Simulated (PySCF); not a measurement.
**C₂H₆Mg, SMILES `C[Mg]C`: what the electrons do**

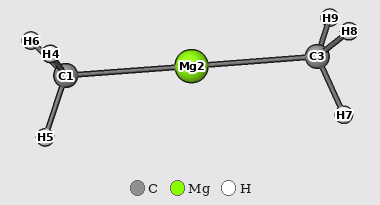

The molecule, with its atoms numbered as below. No frequency check shows the geometry to be a minimum.

Coordinates in Å:

```
C1       2.1413   -0.0014    0.0002
Mg2     -0.0000    0.0021   -0.0003
C3      -2.1412   -0.0008    0.0008
H4       2.5436   -0.7228    0.7146
H5       2.5438    0.9778    0.2676
H6       2.5434   -0.2596   -0.9817
H7      -2.5434    0.9805    0.2614
H8      -2.5436   -0.7220    0.7153
H9      -2.5438   -0.2657   -0.9791
```

## 1. Bonding charge

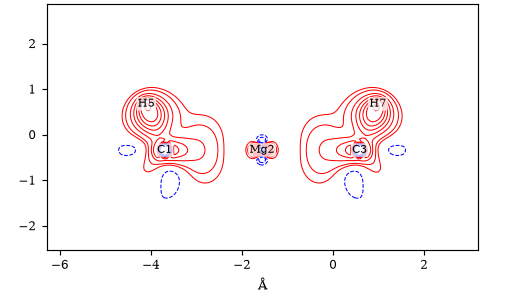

Deformation density (molecule less spherical, spin-averaged free atoms) in the plane of C1, Mg2, C3, H5 and H7; contours at ±0.05 to ±0.8 e/Å³; solid red lines: gain, dashed blue lines: loss.

Level of theory: B3LYP/def2-SVPD (PySCF), at a geometry from GFN2-xTB.

> How much density has each bond in this plane gained at its critical point, relative to the free atoms?

C1–H5 and C3–H7: +0.60 e/Å³ at the bond critical point (bond length 1.09 Å). Mg2–C3 and C1–Mg2: +0.07 e/Å³ at the bond critical point (bond length 2.14 Å). In all, 1.8 electrons gather in the regions of gain relative to the promolecule. A small or negative value marks a very polar bond, one between electron-rich atoms, whose free-atom densities already overlap strongly, a long bond to a heavier atom, or a closed-shell contact such as a hydrogen bond.

> Where do the Hirshfeld charges lie?

The highest Hirshfeld charge is on Mg2 (+0.61 e), the lowest on C1 and C3 (−0.32 e).

```tsv
atom	charge (e)
C1	−0.32
Mg2	+0.61
C3	−0.32
H4	0.00
H5	0.00
H6	0.00
H7	0.00
H8	0.00
H9	0.00
```

## 2. Electrostatic potential

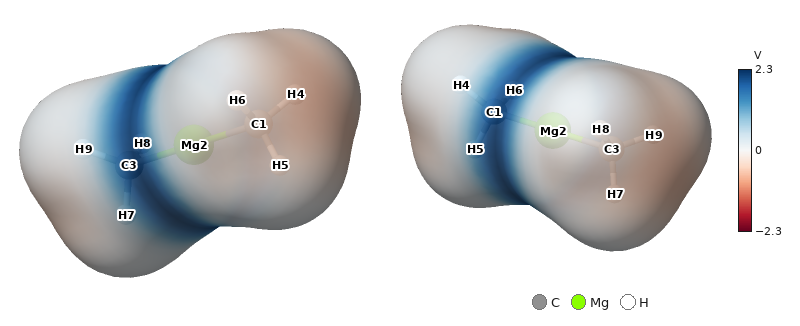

Electrostatic potential on the surface of electron density 0.001 a.u. (back view left, front view right).

> Where are the extremes of the potential on the surface?

Highest: 2.25 V, 1.8 Å from Mg2, and at like points elsewhere. Lowest: −0.73 V, near H9 (1.90 Å), H7 (1.96 Å), H8 (2.07 Å) and C3 (2.10 Å), and at like points elsewhere. The surface is sampled at points, so like sites can differ by a few per cent and only the strongest of them is named.

## 3. In an electric field

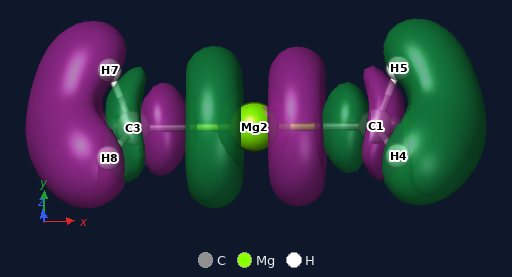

Change of the electron density in a uniform field of 0.21 V/Å, surfaces at ±0.001 e/Å³ (green: gain, purple: loss).

PySCF calculation, B3LYP/def2-SVPD, gas phase; geometry: GFN2-xTB.

The field was applied in both directions; the picture shows the one opposite to the script's first.

> Along which Cartesian direction does the field point?

Along −x: electrons gather on the +x side, against the field.

> What dipole is induced, and what polarisability does it imply?

The induced dipole is 0.81 D (along the field); α along this axis, from the fields in both directions, is 79 bohr³ (11.8 Å³).

## 4. Removing or adding an electron

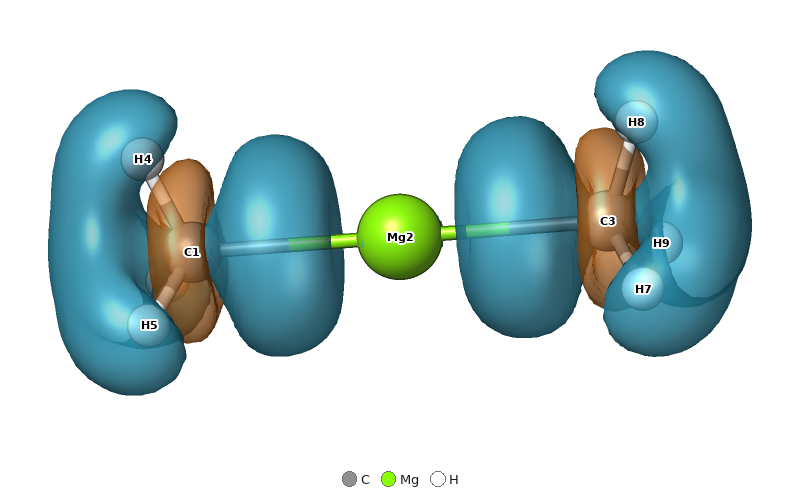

Fukui function f⁻ = ρ(N) − ρ(N−1) at fixed geometry, surfaces at ±0.015 e/Å³ (light blue positive, orange negative).

> Which atoms respond most to the removal of an electron?

f⁻ (Hirshfeld-condensed) is largest on Mg2 (0.22) and C1 and C3 (0.18 each); the vertical ionisation energy is 8.47 eV. Condensed values hint at sites of electrophilic attack but needn't mark the atom that reacts. Shares this close don't rank the sites. Orbital relaxation makes it negative in places (0.15 e in all).

| atom | f⁻ | charge |
| --- | --- | --- |
| C1 | +0.18 | −0.32 |
| Mg2 | +0.22 | +0.61 |
| C3 | +0.18 | −0.32 |
| H4 | +0.07 | 0.00 |
| H5 | +0.07 | 0.00 |
| H6 | +0.07 | 0.00 |
| H7 | +0.07 | 0.00 |
| H8 | +0.07 | 0.00 |
| H9 | +0.07 | 0.00 |

The PySCF runs shown took 6.1 s, 15 s and 82 s on 1 thread of AMD EPYC 7R43 64-Core Processor (Zen 3), with other jobs on the host.
